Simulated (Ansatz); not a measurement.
A computed series for hypothetical diamond Ru: pressure series

Base system: Ru in the diamond structure (space group Fd-3m, No. 227; a hypothetical phase, not in the database extracts checked).

```yaml
crystal:
  lattice:
    - [0.00000, 2.72728, 2.72728]
    - [2.72728, 0.00000, 2.72728]
    - [2.72728, 2.72728, 0.00000]
  atoms:
    - { symbol: Ru, position: [0.75000, 0.75000, 0.75000] }
    - { symbol: Ru, position: [0.50000, 0.50000, 0.50000] }
```

Cell and atoms are relaxed at each pressure.

Levels (all Ansatz, a program for electronic structure, PAW): PBE (420 eV, no spin-orbit coupling); PBEsol (420 eV, scalar-relativistic without spin-orbit coupling).

The base cell above is that of PBE; each level relaxes its own structures.

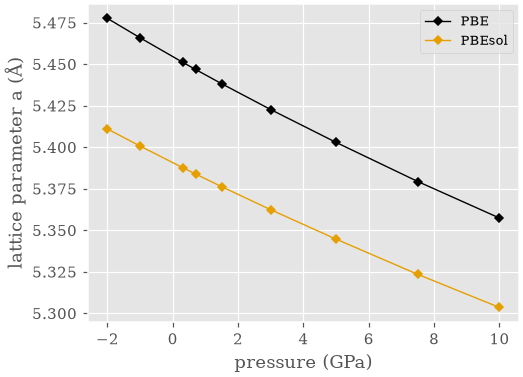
Figure: Lattice parameter a under two levels

**Question.** How do the two levels compare along the series?

**Answer.** PBE lies above PBEsol in every row, by 0.102 bohr to 0.126 bohr. They put the cases in the same order.

Load acts through the strain it causes; cell and atoms are relaxed under it. Stability against distortions was not tested. No other phases were tried under pressure. The final runs are not spin-polarised.
